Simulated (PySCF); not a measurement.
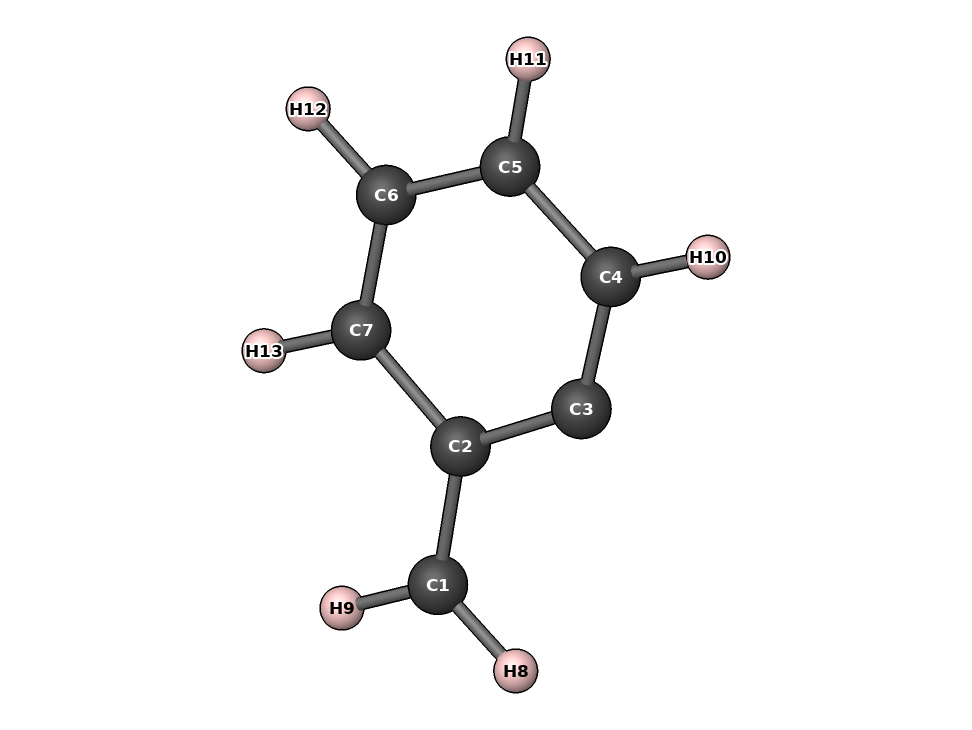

The questions are on Mulliken spin populations. The species is neutral and a spin triplet. Computed geometry: PBE0-D3(BJ)/def2-SVP optimisation. No frequency run is at hand to confirm it as a minimum. Method: UKS B3LYP, IGLO-III on C, pcH-1 on H, non-relativistic (PySCF 2.14.0).

List the Mulliken spin populations.

| atom | value (e) |
| --- | --- |
| C1 | 0.80 |
| C2 | −0.24 |
| C3 | 1.19 |
| C4 | −0.16 |
| C5 | 0.33 |
| C6 | −0.16 |
| C7 | 0.28 |
| H8 | −0.04 |
| H9 | −0.04 |
| H10 | 0.03 |
| H11 | −0.01 |
| H12 | 0.01 |
| H13 | 0.00 |

Mulliken values depend strongly on the basis set. The spin state was imposed, and no run here compares it with a lower spin, which may lie lower.
